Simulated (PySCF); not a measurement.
# ClH, SMILES `Cl`: electronic structure

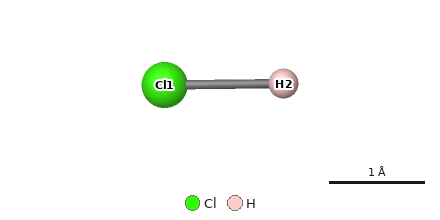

The molecule, with its atoms numbered as below. No frequency check shows the geometry to be a minimum.

Coordinates in Å:

```
Cl1      0.0709    0.0000    0.0000
H2      -1.2061    0.0000    0.0000
```

### 1. Bonding charge

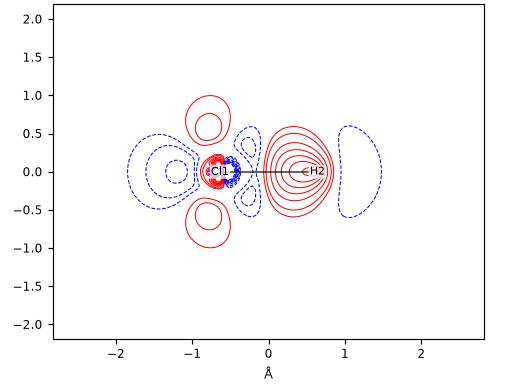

Deformation density (molecule less spherical, spin-averaged free atoms) in a plane that holds the bond; contours at ±0.05 to ±0.8 e/Å³; solid red lines: gain, dashed blue lines: loss.

Computed with PySCF, B3LYP/def2-TZVP, geometry: GFN2-xTB.

Q: Describe the bonding that the map shows.

A: Cl1–H2: +0.50 e/Å³ at the bond critical point (bond length 1.28 Å, Mayer order 1.0). In all, 0.4 electrons gather in the regions of gain relative to the promolecule.

Q: Where do the Hirshfeld charges lie?

A: The highest Hirshfeld charge is on H2 (+0.12 e), the lowest on Cl1 (−0.12 e).

### 2. Local ionisation energy

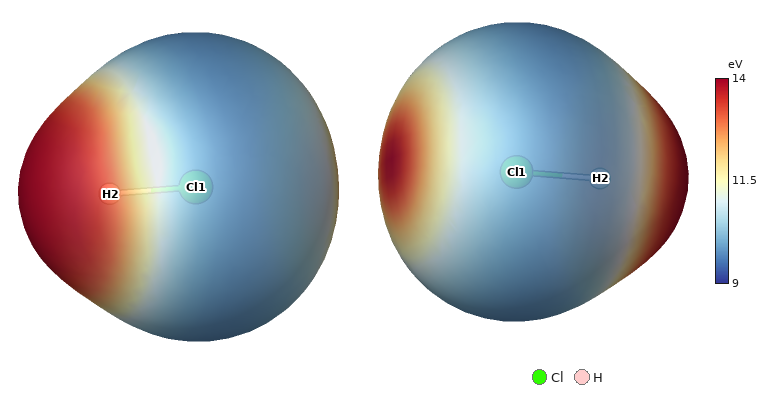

Average local ionisation energy on the surface of electron density 0.001 a.u. (back view left, front view right).

Q: Locate the minima of the map.

A: The lowest value is 9.7 eV, 2.1 Å from Cl1, and at like points elsewhere. For comparison, the highest occupied orbital lies at −9.1 eV.

Q: What volume does the surface enclose, and what is the dipole moment?

A: About 40 Å³; the dipole moment is 1.2 D.

### 3. Localised orbitals

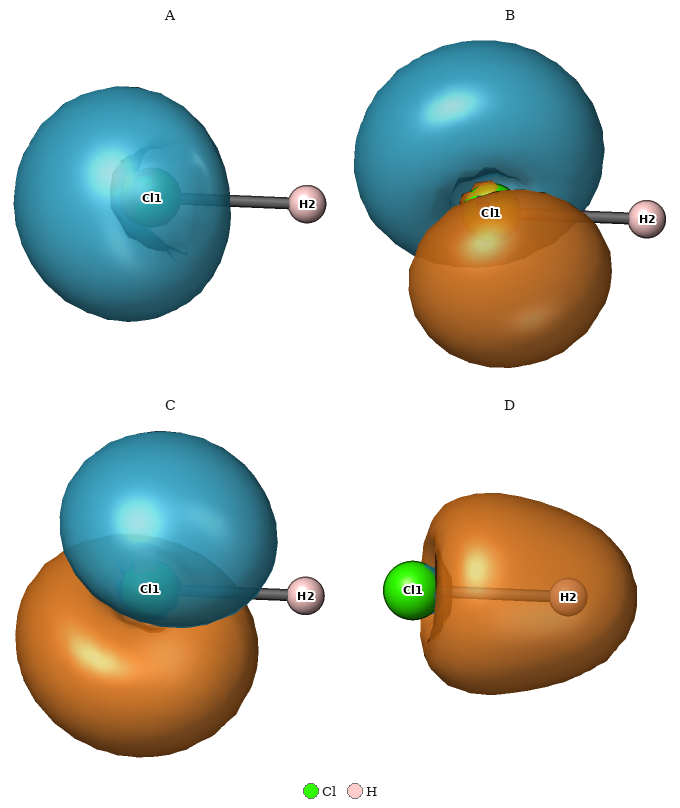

Intrinsic bond orbitals (IBO), occupied; each surface holds about 70 % of the orbital's density. Energies are diagonal elements of the Fock matrix.

Computed with PySCF, LDA (SVWN)/6-31+G*, geometry: GFN2-xTB.

Q: What does each orbital represent in a Lewis picture?

A: By panel:
- A: lone pair on Cl1 (sp0.4-type) (Cl1 100 %; −16.2 eV)
- B: lone pair on Cl1 (sp15.7-type) (Cl1 100 %; −8.7 eV)
- C: lone pair on Cl1 (p-type) (Cl1 100 %; −8.3 eV)
- D: σ bond Cl1–H2 (Cl1 61 %, H2 39 %; −16.1 eV)

Q: How do all the valence pairs divide up?

A: 4 pairs: 3 lone pairs and 1 σ bond.
